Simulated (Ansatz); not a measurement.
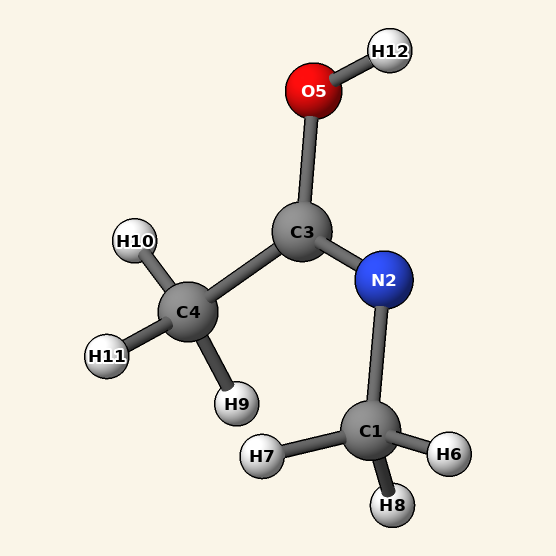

The questions are on Mulliken charges. Computed geometry: PBE0-D4/def2-TZVP optimisation. Method: RKS r2SCAN-D4/def2-TZVPP (Ansatz 0.2.0).

> Which atom carries the highest charge (most positive or least negative)?

C3 (0.25 e).

> And the lowest?

N2 (−0.32 e).

List the Mulliken charges.

```
atom  value (e)
  C1      −0.03
  N2      −0.32
  C3       0.25
  C4      −0.17
  O5      −0.31
  H6       0.06
  H7       0.05
  H8       0.05
  H9       0.07
 H10       0.07
 H11       0.07
 H12       0.22
```

Mulliken values depend strongly on the basis set and can even reverse the polarity of a bond.
